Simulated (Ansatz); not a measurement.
Method: PBE (plane waves to 420 eV, PAW; Ansatz, a program for electronic structure).

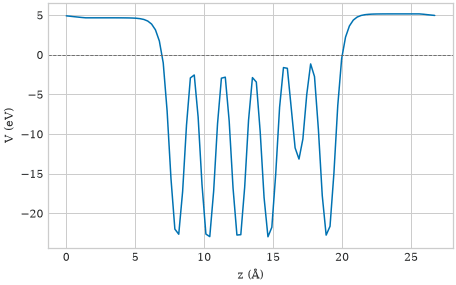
Electrostatic potential energy of an electron, averaged over planes parallel to the surface, in eV from the Fermi level, for a constructed model of the (110) surface of bcc Mo, a layer of Cu in place of the second plane (bottom of the slab: a bare face, its two planes held)

Set-up: 6 atoms, 10.9 Å thick at the start with caps and adatoms (thin: gaps and levels are the slab's own); mesh 14x14x1; 0.1 eV smearing; dipole correction on; 2 atoms held, the rest relaxed; start symmetry kept, larger cells not searched; no spin, no spin-orbit, no U. It is one candidate, not shown to be the stable structure of the face.

The vacuum level lies 5.15 eV above the Fermi level over the top face and 4.65 eV above it under the bottom face.
